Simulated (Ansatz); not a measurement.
```
CELL_PARAMETERS angstrom
4.01125 0.00000 0.00000
0.00000 4.01125 0.00000
0.00000 0.00000 4.01125
ATOMIC_POSITIONS crystal
Li 0.00000 0.50000 0.50000
Li 0.50000 0.00000 0.50000
Li 0.50000 0.50000 0.00000
Ti 0.00000 0.00000 0.00000
O 0.50000 0.00000 0.00000
O 0.00000 0.50000 0.00000
O 0.00000 0.00000 0.50000
```

Space group Pm-3m; a generated structure, not necessarily the stable one; changed on purpose from its base cell (volume × 0.97); computed pressure about 4 GPa in this cell; computed without spin polarisation.

All numbers below come from Ansatz 0.2.0, DFT PBE, scalar-relativistic, plane waves, PAW.

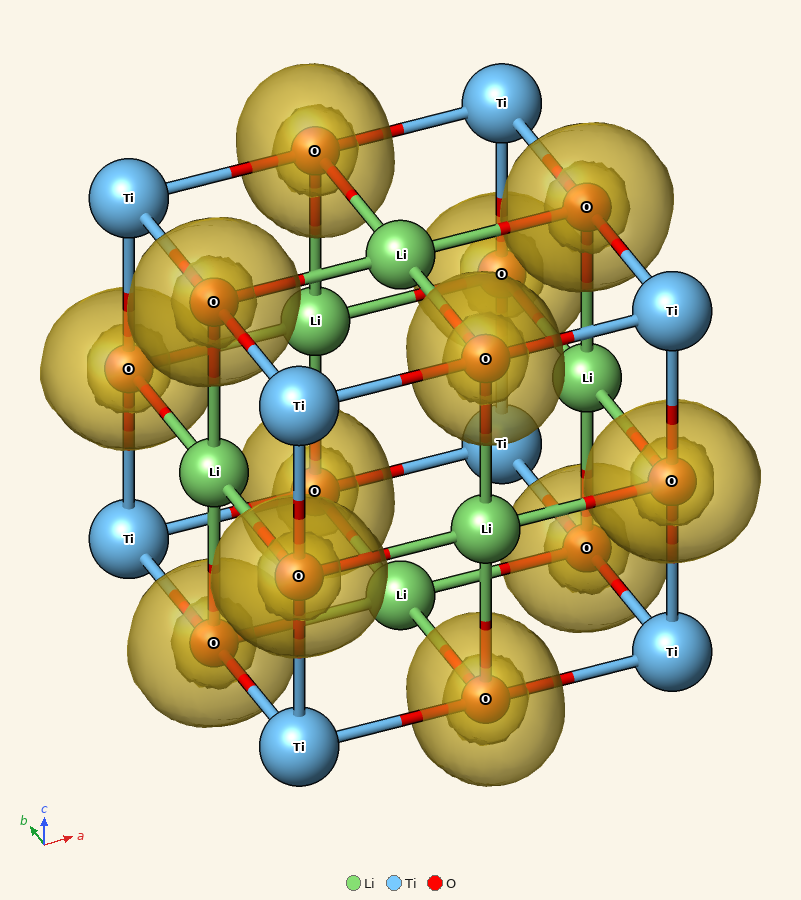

Li₃TiO₃. Isosurface of the electron localisation function at 0.75 (yellow), seen at an oblique angle. Only the valence region is drawn (cores and ρ < 0.01 e/Å³ removed). Sticks mark near contacts.

In a PAW calculation such maps are meaningful between the atoms, not at the nuclei.

### Identify the bonds, lone pairs and shells in this picture.

The ELF exceeds this value in three regions wrapped around O (the valence shell of each), counted in one cell of 7 atoms. Regions shared between cells count once. Along the contacts the grid gives the following. Li–O (2.01 Å): the ELF peaks at about 0.85 in the valence shell of O, 0.7 Å from its nucleus, and is about 0.50 at the midpoint. Ti–O (2.01 Å): the ELF peaks at about 0.80 in the valence shell of O, 0.6 Å from its nucleus, and is about 0.15 at the midpoint; no shared electron pair shows on this line.
